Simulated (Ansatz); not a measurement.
The relaxed structure here is a generated cell of IrO2: the first start was made by placing the elements on the sites of a structure type, and the end was not matched to a known phase here, so it may be hypothetical. Known forms of IrO2 include space group No. 136.

The end point of a relaxation of IrO2. Space group P-62m (No. 189), AFLOW prototype A2B_hP9_189_fg_bc (C22, as in Fe2P). Calculation: PBEsol (plane waves to 420 eV, PAW, scalar-relativistic; Ansatz, a quantum-chemistry and plane-wave program).

Space group P-62m (No. 189); a = b = 5.9214 Å, c = 2.8294 Å, α = β = 90.00°, γ = 120.00°

```csv
atom,site,symmetry,x,y,z
O,3f,m2m,0.0000,0.2397,0.0000
O,3g,m2m,0.4225,0.4225,0.5000
Ir,1b,-62m,0.0000,0.0000,0.5000
Ir,2c,-6..,0.3333,0.6667,0.0000
```

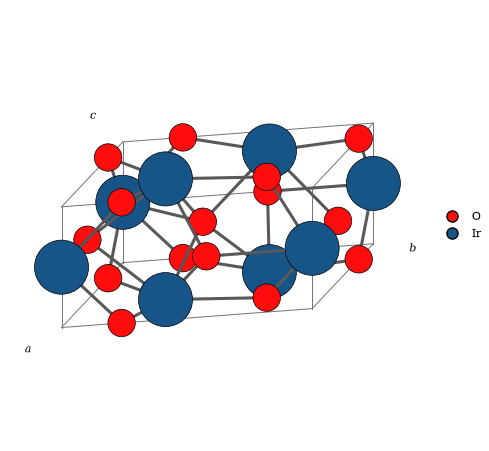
Figure: The conventional cell of the relaxed structure

| Item | Result |
|---|---|
| Volume per atom | 9.55 Å³ |
| Density | 13.00 g/cm³ |
| Band gap | no gap (metallic) |
| Shortest distances | Ir–O 2.00 Å; O–O 2.45 Å; Ir–Ir 2.83 Å |
| k-mesh | 9×9×16 |

Band energies at high-symmetry points (eV from the Fermi level; labels of this space group; no spin-orbit coupling), from −5 eV up to 5.0 eV:

```csv
point,energies
Γ,-4.95 -4.88 -4.88 -4.80 -4.80 -4.60 -4.38 -2.39 -2.12 -2.12 -1.99 -1.99 -1.48 -1.48 -1.00 -1.00 -0.51 -0.23 1.21 1.21 1.30 1.30 1.80 1.80 2.91
M,-4.68 -4.15 -3.83 -3.75 -3.30 -3.19 -3.15 -2.26 -2.16 -1.84 -1.48 -1.17 -0.76 -0.31 -0.26 0.16 0.34 0.61 0.63 0.99 1.65 1.97 5.00
K,-4.45 -4.08 -4.08 -4.03 -3.46 -2.64 -2.64 -2.39 -2.28 -2.28 -1.43 -1.03 -1.03 -0.06 -0.06 0.03 0.39 0.39 0.48 1.20 1.75 1.75
A,-4.72 -4.70 -4.47 -4.47 -3.47 -1.83 -1.83 -0.86 -0.56 -0.56 0.49 0.63 0.63 0.69 0.71 0.71 1.87 1.87 2.58 2.58
L,-4.56 -4.50 -4.42 -3.53 -3.15 -3.09 -1.30 -1.22 -0.71 -0.52 -0.36 -0.31 -0.26 0.06 0.52 0.67 0.84 0.89 1.69 2.56 2.59
H,-4.52 -3.88 -3.88 -3.80 -3.80 -3.45 -1.28 -0.53 -0.53 -0.47 -0.47 -0.38 -0.20 0.40 0.40 0.47 0.69 0.69 1.46 2.56 2.56
```

No spin polarisation in the result. The relaxed primitive cell holds an odd number of electrons. A magnetic state may lie lower. No Hubbard U is applied.

The run could not lose the symmetry of its start: the end is stationary, and may be a saddle point rather than a minimum.
